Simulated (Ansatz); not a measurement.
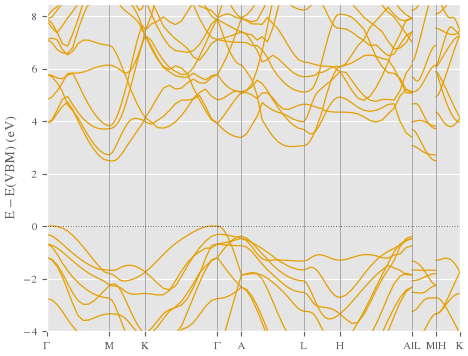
Figure. Band structure from DFT-PBEsol in the program Ansatz with PAW potentials

**Question.** Read off the gap and where the band edges lie.

**Answer.** About 2.5 eV (2.48 eV by a search for the band edges); maximum on the Γ–M line, 6 % of the way from Γ, minimum on the M–K line, 9 % of the way from M.

**Question.** Which compound is it?
(A) BeS, P6_422 (Be on 3c, S on 3d)
(B) WO3, P6/mmm (W on 3f, O on 6l, O on 3g)
(C) ZnO, wurtzite

**Answer.** A, BeS, P6_422 (Be on 3c, S on 3d)

The start of the workflow was typed in or built on a structure type; neither database checked (COD, Materials Project) lists it. COD files the formula under space group No. 216, so this cell is another polymorph or a model. Its standing as an ambient phase is unchecked. The cell was relaxed with PBEsol under the symmetry of its start; phonons on a q-mesh show no instability.

Potentials: the later of the program's two PAW sets.
